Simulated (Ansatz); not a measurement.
H3InO2···H2O

Input file:

```
crystal:
  periodic: [false, false, false]
  atoms:
    - { symbol: In, position_ang: [0.904659, 1.510069, 1.278829] }
    - { symbol: O, position_ang: [-0.537934, 1.412336, -0.222841] }
    - { symbol: O, position_ang: [-0.856995, -0.742703, 0.918164] }
    - { symbol: O, position_ang: [1.159121, -0.918625, -0.809301] }
    - { symbol: H, position_ang: [-0.144894, -0.788296, 0.236044] }
    - { symbol: H, position_ang: [0.214185, -0.816466, -0.526731] }
    - { symbol: H, position_ang: [-0.775888, 2.13794, -0.810663] }
    - { symbol: H, position_ang: [-1.308529, 0.057096, 0.561944] }
    - { symbol: H, position_ang: [1.346373, -1.851452, -0.625445] }
basis:
  gaussian: { orbitals: def2-SVP }
hamiltonian:
  xc: cam_b3lyp
  dispersion: d4
relax:
  f_tol: 0.03
  max_steps: 50
output:
  orbitals: {}
```

Launched as:

```sh
ansatz run input.yaml --threads 2 --pin off --max-ram 3072MiB --backend cpu --events-out ev --progress --plain --runs-dir out
```

The fields are those of the relaxed geometry.

Core potentials replace the inner electrons of In.

Level of theory: RKS CAM-B3LYP-D4/def2-SVP (Ansatz 0.2.0).

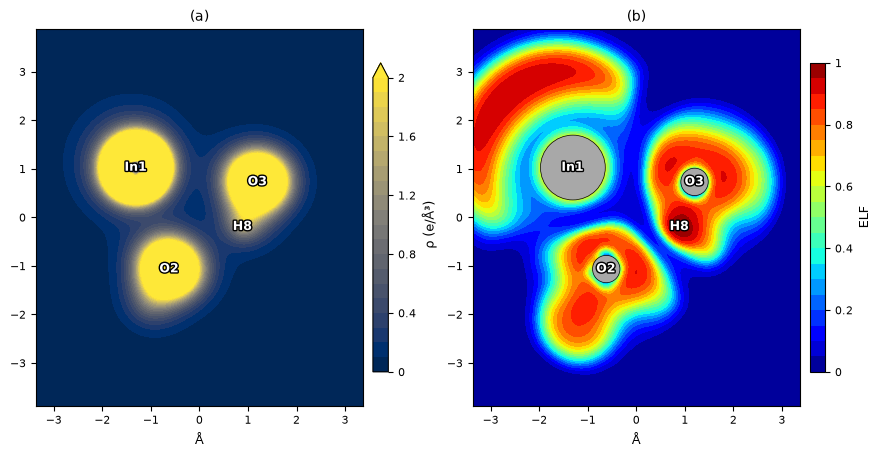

Figure 1. (a) electron density; (b) electron localisation function on the plane of atoms O2, In1 and O3. Grey discs cover the atomic cores in the ELF map.

### Read the bonding off the picture.

- Atoms in the plane: In, O and H.
- In–O (2.20 Å): the density is about 0.44 e/Å³ at the midpoint; the ELF peaks at about 0.85 in the valence shell of O, 0.6 Å from its nucleus, and drops to about 0.10 between the two atoms.
- O–H (0.99 Å): ρ is about 3.6 e/Å³ halfway; the ELF climbs to about 1 towards the hydrogen, as it does in any bond to H; a covalent bond by its length.
- In–O (2.52 Å): the density is about 0.23 e/Å³ at the midpoint; the ELF is about 0.10 at the midpoint.
- The ELF also peaks beside O2 and O3, away from the bonds: lone-pair regions.

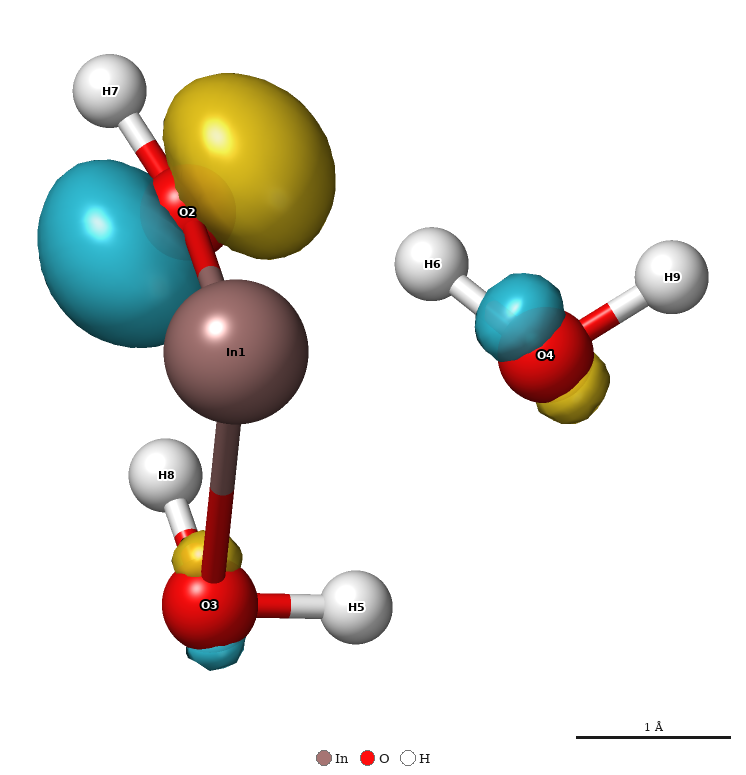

Figure 2. The HOMO−1 at ±0.3 Å⁻³ᐟ² (yellow and cyan are the two phases), seen across its widest extent.

### Describe this orbital and give its energy.

It lies mainly on O2 (about 75 %) and O4 (about 10 %); largely a lone pair of O2. Its energy is −9.19 eV.

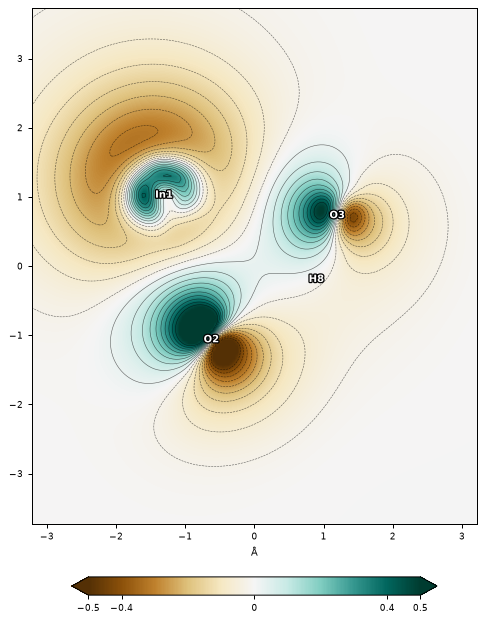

Figure 3. The HOMO on the plane of atoms O2, In1 and O3 (values in Å⁻³ᐟ²; the overall sign is arbitrary).

### Where does this orbital lie, and at what energy?

By Hirshfeld shares it lies mainly on In1 (about 70 %) and O2 (about 20 %). Its energy is −7.60 eV.
